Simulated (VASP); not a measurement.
Band structure of GaN (space group P6_3mc). All values below come from modified Becke-Johnson potential (mBJ), VASP's PBE PAW potentials (set 64) (plane waves; VASP).

mBJ is a potential without an energy functional, so only the levels count.

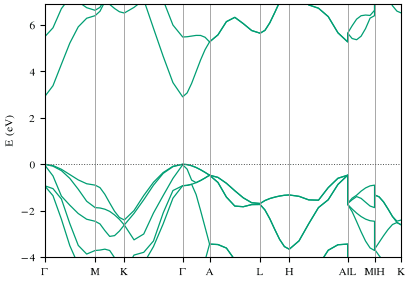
Figure: Bands along high-symmetry lines, zero at the valence-band maximum or, without a gap, the Fermi level

Problem. Read the plot: is there a gap, and where are the band edges?

Solution. The gap is direct, 2.91 eV, from the valence maximum at Γ to the conduction minimum at Γ.

The structure comes from a computed database's GaN entry (P6_3mc); how it stands against other phases isn't given here. It was relaxed first. The cell's shape comes from a PBE relaxation.
